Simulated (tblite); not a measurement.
**Saddle-point search, with input and output: C7H12O**

The run: saddle-point search of C7H12O (1-hepten-3-one). Method and program: GFN2-xTB saddle search (eigenvector following) and harmonic vibrations, gas phase (tblite 0.8.0).

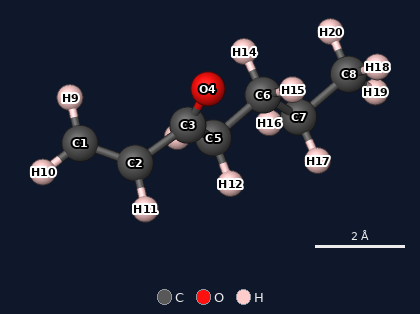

*The input geometry (ball-and-stick view, seen at a tilt; atoms are numbered from 1 in the order of the input).*

**The input**
```
{"job": {"xc": "GFN2-xTB", "basis": "xTB", "kind": "saddle"}, "charge": 0, "multiplicity": 1}
C      3.799059    -0.725524     0.234842
C      2.967768     0.249241    -0.081774
C      1.635380     0.438527     0.561282
O      1.484856     0.879115     1.671140
C      0.492287     0.029645    -0.345817
C     -0.860112     0.083816     0.356085
C     -2.018704     0.016493    -0.633407
C     -3.363820     0.089885     0.077284
H      3.559018    -1.440149     1.004281
H      4.742943    -0.856564    -0.266866
H      3.202827     0.961532    -0.861411
H      0.498927     0.708152    -1.204009
H      0.700336    -0.972059    -0.730418
H     -0.931437    -0.741389     1.067212
H     -0.919413     1.012801     0.926753
H     -1.956460    -0.910386    -1.209180
H     -1.935932     0.848561    -1.336842
H     -3.420280     0.990523     0.684777
H     -4.178526     0.108162    -0.642679
H     -3.498716    -0.770382     0.728746
```

The first line tells a small driver script what to run in tblite; the rest is the geometry in Å.

Run on 1 CPU thread, shared host.

Launch command:
```bash
OMP_NUM_THREADS=1 python <driver script> task.json out
```

**Log**
```
step      E/eV     max force
  0    -683.72581   0.0452
  1    -683.72525   0.0787
  2    -683.72259   0.1780
  3    -683.72463   0.0466
  4    -683.72377   0.0594
  5    -683.72341   0.0677
  6    -683.72325   0.0522
  7    -683.72321   0.0943
  8    -683.72342   0.0332
  9    -683.72368   0.0398
 10    -683.72415   0.0455
 11    -683.72479   0.0355
 12    -683.72632   0.0410
 13    -683.72725   0.0677
 14    -683.72743   0.1624
 15    -683.72751   0.0099
 16    -683.72773   0.0194
 17    -683.72779   0.0240
 18    -683.72780   0.0022
lowest wavenumbers (cm-1): -92.8 35.2 63.1 109.5 114.3 226.9
```

**Trajectory as extended XYZ (Å, eV, eV/Å), 12 frames, from step=0 to step=18**
```
20
Properties=species:S:1:pos:R:3:forces:R:3 step=0 energy=-683.72581
C     3.7991   -0.7255    0.2348    0.0110  -0.0030   0.0040
C     2.9678    0.2492   -0.0818    0.0070  -0.0060  -0.0080
C     1.6354    0.4385    0.5613    0.0100  -0.0100  -0.0120
O     1.4849    0.8791    1.6711    0.0190  -0.0340   0.0230
C     0.4923    0.0296   -0.3458    0.0020   0.0090  -0.0070
C    -0.8601    0.0838    0.3561   -0.0060   0.0050  -0.0040
C    -2.0187    0.0165   -0.6334   -0.0070   0.0070  -0.0030
C    -3.3638    0.0899    0.0773   -0.0060  -0.0050  -0.0020
H     3.5590   -1.4401    1.0043    0.0100   0.0030   0.0190
H     4.7429   -0.8566   -0.2669    0.0180   0.0020   0.0120
H     3.2028    0.9615   -0.8614   -0.0020   0.0000  -0.0220
H     0.4989    0.7082   -1.2040    0.0020   0.0190   0.0020
H     0.7003   -0.9721   -0.7304   -0.0090   0.0060  -0.0060
H    -0.9314   -0.7414    1.0672   -0.0010   0.0130   0.0060
H    -0.9194    1.0128    0.9268   -0.0070   0.0000  -0.0020
H    -1.9565   -0.9104   -1.2092   -0.0090   0.0000   0.0090
H    -1.9359    0.8486   -1.3368   -0.0140   0.0070  -0.0100
H    -3.4203    0.9905    0.6848   -0.0130  -0.0030  -0.0090
H    -4.1785    0.1082   -0.6427   -0.0060  -0.0120   0.0000
H    -3.4987   -0.7704    0.7287   -0.0010   0.0020   0.0090
20
Properties=species:S:1:pos:R:3:forces:R:3 step=1 energy=-683.72525
C     3.7933   -0.7380    0.2023   -0.0320   0.0160   0.0140
C     2.9740    0.2620   -0.0679    0.0450  -0.0130  -0.0210
C     1.6378    0.4291    0.5764    0.0080  -0.0010   0.0020
O     1.4877    0.8491    1.6946    0.0130  -0.0340  -0.0010
C     0.4943    0.0286   -0.3339   -0.0020   0.0080  -0.0040
C    -0.8624    0.1088    0.3587   -0.0050   0.0050   0.0030
C    -2.0176    0.0078   -0.6331    0.0010   0.0030  -0.0020
C    -3.3663    0.0862    0.0707   -0.0170   0.0000   0.0070
H     3.5367   -1.4973    0.9253    0.0220   0.0580  -0.0350
H     4.7457   -0.8445   -0.2901   -0.0010  -0.0030   0.0140
H     3.2273    1.0232   -0.7978   -0.0180  -0.0660   0.0390
H     0.5166    0.6940   -1.2022    0.0010   0.0110   0.0090
H     0.6908   -0.9820   -0.7020   -0.0090   0.0140  -0.0060
H    -0.9375   -0.6922    1.0976    0.0010   0.0250  -0.0110
H    -0.9246    1.0564    0.8986   -0.0030  -0.0130  -0.0130
H    -1.9463   -0.9336   -1.1845   -0.0040   0.0100   0.0130
H    -1.9405    0.8224   -1.3581   -0.0070  -0.0080   0.0020
H    -3.4399    1.0074    0.6459   -0.0070  -0.0240  -0.0200
H    -4.1789    0.0656   -0.6528    0.0120  -0.0090   0.0180
H    -3.4902   -0.7529    0.7524    0.0000   0.0210  -0.0080
20
Properties=species:S:1:pos:R:3:forces:R:3 step=3 energy=-683.72463
C     3.7872   -0.7451    0.1897   -0.0180   0.0120   0.0090
C     2.9768    0.2661   -0.0628    0.0260  -0.0110  -0.0120
C     1.6396    0.4316    0.5805    0.0040  -0.0050   0.0010
O     1.4902    0.8524    1.6985    0.0070  -0.0270   0.0040
C     0.4957    0.0299   -0.3288   -0.0020   0.0070  -0.0030
C    -0.8625    0.1174    0.3604   -0.0030   0.0050   0.0010
C    -2.0161    0.0060   -0.6323    0.0000   0.0010  -0.0010
C    -3.3668    0.0821    0.0683   -0.0090   0.0000   0.0040
H     3.5213   -1.5173    0.8943    0.0160   0.0350  -0.0150
H     4.7424   -0.8476   -0.2978    0.0010  -0.0010   0.0070
H     3.2404    1.0414   -0.7724   -0.0130  -0.0410   0.0180
H     0.5217    0.6897   -1.2011    0.0010   0.0120   0.0060
H     0.6898   -0.9836   -0.6901   -0.0070   0.0120  -0.0080
H    -0.9389   -0.6760    1.1068    0.0020   0.0160  -0.0050
H    -0.9260    1.0698    0.8909   -0.0020  -0.0030  -0.0090
H    -1.9403   -0.9384   -1.1773   -0.0010   0.0040   0.0080
H    -1.9417    0.8162   -1.3621   -0.0050  -0.0060  -0.0010
H    -3.4490    1.0085    0.6330   -0.0050  -0.0120  -0.0120
H    -4.1775    0.0473   -0.6564    0.0070  -0.0080   0.0100
H    -3.4861   -0.7502    0.7587    0.0010   0.0110  -0.0020
20
Properties=species:S:1:pos:R:3:forces:R:3 step=4 energy=-683.72377
C     3.7797   -0.7524    0.1703   -0.0320   0.0230   0.0090
C     2.9789    0.2735   -0.0535    0.0380  -0.0210  -0.0120
C     1.6402    0.4322    0.5894    0.0040  -0.0050  -0.0010
O     1.4899    0.8501    1.7082    0.0040  -0.0220   0.0060
C     0.4976    0.0300   -0.3210   -0.0020   0.0060  -0.0030
C    -0.8628    0.1268    0.3629   -0.0030   0.0050   0.0010
C    -2.0135   -0.0010   -0.6313    0.0020   0.0000  -0.0010
C    -3.3666    0.0806    0.0641   -0.0090   0.0000   0.0050
H     3.5044   -1.5450    0.8486    0.0160   0.0440  -0.0230
H     4.7374   -0.8460   -0.3140    0.0000  -0.0020   0.0060
H     3.2537    1.0706   -0.7348   -0.0140  -0.0510   0.0270
H     0.5293    0.6836   -1.1978    0.0010   0.0100   0.0060
H     0.6888   -0.9867   -0.6747   -0.0070   0.0110  -0.0080
H    -0.9405   -0.6553    1.1210    0.0020   0.0160  -0.0060
H    -0.9290    1.0870    0.8790   -0.0020  -0.0040  -0.0090
H    -1.9338   -0.9527   -1.1630    0.0000   0.0060   0.0080
H    -1.9396    0.7993   -1.3723   -0.0030  -0.0080   0.0020
H    -3.4553    1.0162    0.6126   -0.0030  -0.0130  -0.0120
H    -4.1749    0.0294   -0.6622    0.0070  -0.0070   0.0110
H    -3.4839   -0.7403    0.7684    0.0010   0.0120  -0.0040
20
Properties=species:S:1:pos:R:3:forces:R:3 step=6 energy=-683.72325
C     3.7634   -0.7648    0.1314   -0.0330   0.0240   0.0070
C     2.9823    0.2870   -0.0330    0.0360  -0.0220  -0.0090
C     1.6407    0.4330    0.6078    0.0040  -0.0030  -0.0010
O     1.4869    0.8445    1.7285    0.0020  -0.0150   0.0040
C     0.5014    0.0320   -0.3068   -0.0020   0.0050  -0.0020
C    -0.8629    0.1437    0.3668   -0.0030   0.0050   0.0000
C    -2.0080   -0.0183   -0.6291    0.0020  -0.0010  -0.0010
C    -3.3652    0.0795    0.0562   -0.0060   0.0000   0.0050
H     3.4693   -1.5946    0.7550    0.0120   0.0390  -0.0210
H     4.7257   -0.8419   -0.3465   -0.0010  -0.0020   0.0040
H     3.2799    1.1231   -0.6553   -0.0110  -0.0450   0.0240
H     0.5441    0.6771   -1.1894    0.0010   0.0080   0.0040
H     0.6877   -0.9892   -0.6500   -0.0050   0.0080  -0.0060
H    -0.9412   -0.6161    1.1471    0.0010   0.0130  -0.0060
H    -0.9359    1.1181    0.8543   -0.0010  -0.0030  -0.0080
H    -1.9221   -0.9858   -1.1306    0.0000   0.0070   0.0080
H    -1.9329    0.7589   -1.3942   -0.0020  -0.0090   0.0040
H    -3.4631    1.0335    0.5703   -0.0010  -0.0120  -0.0100
H    -4.1693   -0.0033   -0.6718    0.0050  -0.0050   0.0090
H    -3.4809   -0.7163    0.7891    0.0020   0.0110  -0.0050
20
Properties=species:S:1:pos:R:3:forces:R:3 step=8 energy=-683.72342
C     3.7593   -0.7669    0.1208   -0.0200   0.0140   0.0050
C     2.9834    0.2906   -0.0267    0.0220  -0.0140  -0.0050
C     1.6405    0.4321    0.6125    0.0020  -0.0030   0.0000
O     1.4850    0.8409    1.7341    0.0020  -0.0130   0.0040
C     0.5024    0.0321   -0.3039   -0.0010   0.0050  -0.0010
C    -0.8629    0.1474    0.3671   -0.0020   0.0040   0.0000
C    -2.0068   -0.0240   -0.6284    0.0010  -0.0010  -0.0010
C    -3.3648    0.0803    0.0546   -0.0030  -0.0010   0.0030
H     3.4598   -1.6065    0.7276    0.0090   0.0240  -0.0120
H     4.7236   -0.8387   -0.3540   -0.0010  -0.0020   0.0020
H     3.2876    1.1369   -0.6308   -0.0080  -0.0290   0.0140
H     0.5481    0.6755   -1.1875    0.0010   0.0080   0.0030
H     0.6874   -0.9901   -0.6450   -0.0040   0.0060  -0.0060
H    -0.9410   -0.6061    1.1532    0.0010   0.0100  -0.0030
H    -0.9376    1.1255    0.8467   -0.0010   0.0000  -0.0060
H    -1.9206   -0.9961   -1.1205    0.0010   0.0040   0.0060
H    -1.9310    0.7458   -1.4008   -0.0020  -0.0070   0.0020
H    -3.4639    1.0398    0.5577   -0.0020  -0.0080  -0.0080
H    -4.1681   -0.0113   -0.6729    0.0030  -0.0050   0.0060
H    -3.4805   -0.7071    0.7962    0.0020   0.0070  -0.0020
20
Properties=species:S:1:pos:R:3:forces:R:3 step=9 energy=-683.72368
C     3.7536   -0.7700    0.1050   -0.0250   0.0170   0.0050
C     2.9845    0.2957   -0.0179    0.0270  -0.0160  -0.0060
C     1.6402    0.4307    0.6202    0.0030  -0.0020   0.0000
O     1.4830    0.8350    1.7431    0.0020  -0.0100   0.0020
C     0.5038    0.0321   -0.2987   -0.0010   0.0040  -0.0010
C    -0.8630    0.1534    0.3681   -0.0020   0.0040   0.0000
C    -2.0048   -0.0318   -0.6274    0.0010  -0.0010  -0.0010
C    -3.3642    0.0813    0.0516   -0.0040  -0.0010   0.0040
H     3.4473   -1.6234    0.6890    0.0080   0.0290  -0.0160
H     4.7198   -0.8344   -0.3669   -0.0020  -0.0020   0.0020
H     3.2970    1.1564   -0.5975   -0.0080  -0.0340   0.0190
H     0.5542    0.6727   -1.1841    0.0010   0.0060   0.0030
H     0.6867   -0.9917   -0.6362   -0.0030   0.0060  -0.0050
H    -0.9413   -0.5909    1.1631    0.0010   0.0100  -0.0040
H    -0.9402    1.1370    0.8360   -0.0010  -0.0020  -0.0060
H    -1.9173   -1.0105   -1.1061    0.0000   0.0060   0.0070
H    -1.9278    0.7275   -1.4101   -0.0020  -0.0080   0.0040
H    -3.4656    1.0485    0.5395   -0.0010  -0.0100  -0.0080
H    -4.1661   -0.0229   -0.6759    0.0040  -0.0050   0.0070
H    -3.4800   -0.6947    0.8052    0.0020   0.0090  -0.0050
20
Properties=species:S:1:pos:R:3:forces:R:3 step=11 energy=-683.72479
C     3.7407   -0.7765    0.0738   -0.0250   0.0170   0.0040
C     2.9868    0.3045    0.0000    0.0250  -0.0150  -0.0050
C     1.6401    0.4289    0.6351    0.0020   0.0000   0.0000
O     1.4793    0.8249    1.7605    0.0010  -0.0050   0.0010
C     0.5067    0.0344   -0.2890   -0.0010   0.0030   0.0000
C    -0.8629    0.1662    0.3697   -0.0020   0.0030   0.0000
C    -2.0005   -0.0471   -0.6248    0.0020  -0.0010  -0.0010
C    -3.3626    0.0817    0.0458   -0.0030  -0.0010   0.0040
H     3.4196   -1.6543    0.6117    0.0050   0.0250  -0.0160
H     4.7107   -0.8288   -0.3918   -0.0020  -0.0030   0.0020
H     3.3174    1.1900   -0.5298   -0.0060  -0.0300   0.0180
H     0.5665    0.6706   -1.1770    0.0010   0.0040   0.0020
H     0.6853   -0.9919   -0.6211   -0.0020   0.0040  -0.0030
H    -0.9408   -0.5593    1.1818    0.0010   0.0090  -0.0040
H    -0.9457    1.1603    0.8140   -0.0010  -0.0020  -0.0050
H    -1.9096   -1.0383   -1.0766    0.0010   0.0060   0.0060
H    -1.9218    0.6908   -1.4275   -0.0010  -0.0080   0.0040
H    -3.4696    1.0631    0.5032    0.0000  -0.0100  -0.0070
H    -4.1617   -0.0483   -0.6807    0.0040  -0.0040   0.0060
H    -3.4780   -0.6710    0.8228    0.0020   0.0080  -0.0050
20
Properties=species:S:1:pos:R:3:forces:R:3 step=13 energy=-683.72725
C     3.7282   -0.7970    0.0505    0.0010  -0.0010  -0.0020
C     2.9905    0.2962    0.0213   -0.0060  -0.0030   0.0060
C     1.6430    0.4120    0.6562   -0.0170   0.0120   0.0380
O     1.4830    0.7544    1.7999    0.0010  -0.0220  -0.0640
C     0.5083    0.0758   -0.2903    0.0140   0.0040   0.0070
C    -0.8628    0.2131    0.3632   -0.0180   0.0010   0.0000
C    -1.9962   -0.0658   -0.6211    0.0160   0.0000   0.0010
C    -3.3609    0.0631    0.0436   -0.0180   0.0010   0.0030
H     3.3924   -1.6913    0.5488   -0.0040  -0.0080   0.0020
H     4.6987   -0.8443   -0.4141    0.0040   0.0010  -0.0020
H     3.3354    1.1972   -0.4689    0.0040   0.0110  -0.0040
H     0.5879    0.7364   -1.1590    0.0030  -0.0090   0.0120
H     0.6666   -0.9449   -0.6509    0.0020   0.0150   0.0040
H    -0.9262   -0.4791    1.2056   -0.0020   0.0120  -0.0130
H    -0.9641    1.2237    0.7651   -0.0020  -0.0170  -0.0070
H    -1.8850   -1.0742   -1.0284    0.0030   0.0150   0.0070
H    -1.9325    0.6373   -1.4559    0.0030  -0.0100   0.0090
H    -3.4922    1.0634    0.4513   -0.0020  -0.0160  -0.0070
H    -4.1573   -0.1235   -0.6745    0.0200   0.0030   0.0190
H    -3.4568   -0.6525    0.8576   -0.0020   0.0120  -0.0080
20
Properties=species:S:1:pos:R:3:forces:R:3 step=14 energy=-683.72743
C     3.7383   -0.7958    0.0562    0.0310  -0.0250  -0.0050
C     2.9889    0.2885    0.0208   -0.0390   0.0230   0.0180
C     1.6424    0.3936    0.6600   -0.0240   0.0290   0.1040
O     1.4838    0.7018    1.8147    0.0120  -0.0470  -0.1550
C     0.5062    0.0882   -0.2958    0.0190   0.0070   0.0170
C    -0.8647    0.2242    0.3588   -0.0030  -0.0010  -0.0020
C    -1.9979   -0.0682   -0.6207    0.0020   0.0000  -0.0030
C    -3.3621    0.0631    0.0451   -0.0150   0.0030   0.0110
H     3.4129   -1.6886    0.5626   -0.0030  -0.0270   0.0150
H     4.7069   -0.8377   -0.4134   -0.0030   0.0010   0.0000
H     3.3212    1.1874   -0.4805    0.0040   0.0310  -0.0160
H     0.5927    0.7627   -1.1530    0.0030  -0.0110   0.0170
H     0.6558   -0.9279   -0.6735    0.0010   0.0190   0.0070
H    -0.9232   -0.4619    1.2060    0.0000   0.0030  -0.0030
H    -0.9708    1.2366    0.7534   -0.0010  -0.0020  -0.0020
H    -1.8836   -1.0806   -1.0170    0.0000   0.0100   0.0050
H    -1.9374    0.6256   -1.4634   -0.0010  -0.0080   0.0100
H    -3.4995    1.0696    0.4362    0.0010  -0.0290  -0.0110
H    -4.1581   -0.1409   -0.6683    0.0140   0.0040   0.0190
H    -3.4517   -0.6394    0.8718    0.0010   0.0220  -0.0240
20
Properties=species:S:1:pos:R:3:forces:R:3 step=16 energy=-683.72773
C     3.7322   -0.7970    0.0416   -0.0040   0.0030   0.0010
C     2.9895    0.2935    0.0284    0.0030  -0.0030   0.0010
C     1.6419    0.3933    0.6660   -0.0030   0.0040   0.0120
O     1.4812    0.6989    1.8194    0.0020  -0.0070  -0.0180
C     0.5078    0.0866   -0.2901    0.0020   0.0010   0.0020
C    -0.8646    0.2278    0.3603   -0.0030   0.0000   0.0000
C    -1.9955   -0.0743   -0.6188    0.0020   0.0000  -0.0010
C    -3.3614    0.0645    0.0418   -0.0050   0.0010   0.0030
H     3.4005   -1.7000    0.5274    0.0010   0.0030  -0.0020
H     4.7021   -0.8336   -0.4255   -0.0010   0.0000   0.0000
H     3.3293    1.2029   -0.4506   -0.0010  -0.0030   0.0020
H     0.5982    0.7563   -1.1499    0.0000  -0.0010   0.0020
H     0.6567   -0.9311   -0.6626    0.0000   0.0020   0.0010
H    -0.9244   -0.4504    1.2137    0.0000   0.0030  -0.0030
H    -0.9722    1.2439    0.7453    0.0000  -0.0040  -0.0020
H    -1.8805   -1.0907   -1.0040    0.0000   0.0050   0.0020
H    -1.9326    0.6104   -1.4685    0.0000  -0.0040   0.0040
H    -3.5007    1.0754    0.4191    0.0000  -0.0090  -0.0040
H    -4.1554   -0.1496   -0.6701    0.0050   0.0010   0.0060
H    -3.4523   -0.6267    0.8770    0.0000   0.0060  -0.0060
20
Properties=species:S:1:pos:R:3:forces:R:3 step=18 energy=-683.72780
C     3.7351   -0.7934    0.0326    0.0000   0.0000   0.0000
C     2.9886    0.2944    0.0335    0.0000   0.0000   0.0000
C     1.6411    0.3816    0.6730    0.0000   0.0010   0.0010
O     1.4801    0.6679    1.8311    0.0000  -0.0010  -0.0020
C     0.5076    0.0867   -0.2872    0.0000   0.0000   0.0000
C    -0.8657    0.2337    0.3601    0.0000   0.0000   0.0000
C    -1.9950   -0.0801   -0.6170    0.0000   0.0000   0.0000
C    -3.3620    0.0687    0.0391    0.0000   0.0000   0.0000
H     3.4070   -1.7034    0.5076    0.0000   0.0000   0.0000
H     4.7046   -0.8210   -0.4360    0.0000   0.0000   0.0000
H     3.3246    1.2106   -0.4351    0.0000   0.0000   0.0000
H     0.6045    0.7572   -1.1455    0.0000   0.0000   0.0000
H     0.6513   -0.9313   -0.6612    0.0000   0.0000   0.0000
H    -0.9257   -0.4355    1.2204    0.0000   0.0000   0.0000
H    -0.9750    1.2535    0.7341    0.0000   0.0000   0.0000
H    -1.8802   -1.1016   -0.9882    0.0000   0.0000   0.0000
H    -1.9297    0.5929   -1.4755    0.0000   0.0000   0.0000
H    -3.5028    1.0853    0.3992    0.0000  -0.0010   0.0000
H    -4.1547   -0.1577   -0.6703    0.0000   0.0000   0.0000
H    -3.4538   -0.6084    0.8852    0.0000   0.0010  -0.0010
```

**Results in brief**

| quantity | value |
| --- | --- |
| outcome | converged |
| total energy | −683.7278 eV |
| point group | C1 |
| wall time | 21 s |
| peak memory | 0.2 GiB |
